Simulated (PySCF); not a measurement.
H6Si2, SMILES [SiH3][SiH3] at its CAM-B3LYP/def2-SVP optimised geometry (Å):

```
8

Si    -0.5063    -0.3730     0.0000
Si    -1.3174    -1.5038    -1.8868
H     -0.9837     1.0384     0.0000
H      0.9837    -0.3730     0.0000
H     -0.9837    -1.0384     1.2447
H     -2.8073    -1.5062    -1.8855
H     -0.8377    -2.9144    -1.8881
H     -0.8421    -0.8368    -3.1314
```

Computed with CAM-B3LYP/def2-TZVP run with PySCF.

Map of the deformation density (molecule minus spherical neutral atoms) (e/bohr³) on the plane z = 0.8 Å:

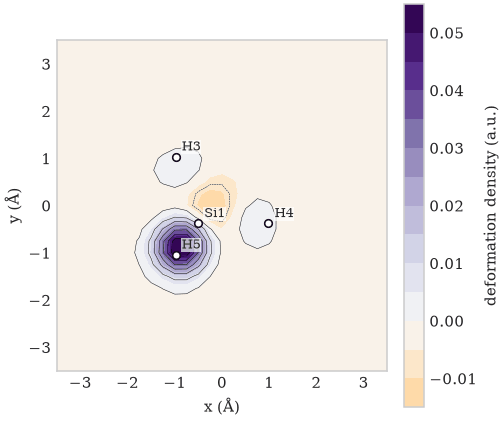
Figure. Deformation density (molecule minus spherical neutral atoms) (e/bohr³) on the plane z = 0.8 Å.
